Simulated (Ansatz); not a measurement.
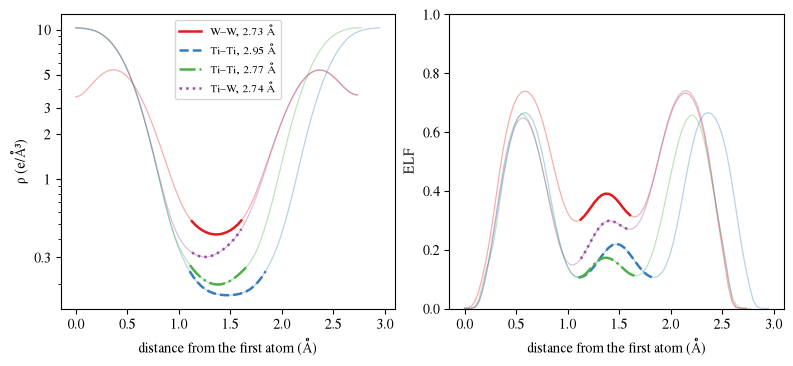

Figure. Ti2W3. Valence electron density and electron localisation function along straight lines between neighbouring atoms. Thin, pale parts lie inside the atomic spheres.

Space group Fmmm; a structure generated by program, which may or may not match a known phase; computed without spin polarisation.

The calculation used DFT PBE, scalar-relativistic, plane waves, PAW (Ansatz 0.2.0).

Core electrons are frozen (PAW), and the valence fields are smoothed inside the atomic spheres.

```
CELL_PARAMETERS angstrom
3.17251 0.00000 0.00000
0.00000 4.54858 0.00000
0.00000 0.00000 22.79956
ATOMIC_POSITIONS crystal
Ti 0.00000 0.00000 0.19546
Ti 0.50000 0.50000 0.19546
Ti 0.50000 0.00000 0.69546
Ti 0.00000 0.50000 0.69546
Ti 0.50000 0.00000 0.30454
Ti 0.00000 0.50000 0.30454
Ti 0.00000 0.00000 0.80454
Ti 0.50000 0.50000 0.80454
W 0.00000 0.00000 0.00000
W 0.50000 0.50000 0.00000
W 0.50000 0.00000 0.50000
W 0.00000 0.50000 0.50000
W 0.50000 0.00000 0.09767
W 0.00000 0.50000 0.09767
W 0.00000 0.00000 0.59767
W 0.50000 0.50000 0.59767
W 0.00000 0.00000 0.40233
W 0.50000 0.50000 0.40233
W 0.50000 0.00000 0.90233
W 0.00000 0.50000 0.90233
```

Q: Compare the contacts.

A: W–W (2.73 Å): the density is about 0.43 e/Å³ at the midpoint; the ELF is about 0.40 at the midpoint.
Ti–Ti (2.95 Å): the density is about 0.17 e/Å³ at the midpoint; the ELF is about 0.20 at the midpoint (no localised pair shows between them).
Ti–Ti (2.77 Å): ρ at the midpoint is about 0.2 e/Å³; the ELF is about 0.15 at the midpoint; no shared electron pair shows on this line.
Ti–W (2.74 Å): the density is about 0.32 e/Å³ at the midpoint; the ELF is about 0.30 at the midpoint; no localised pair shows between them.
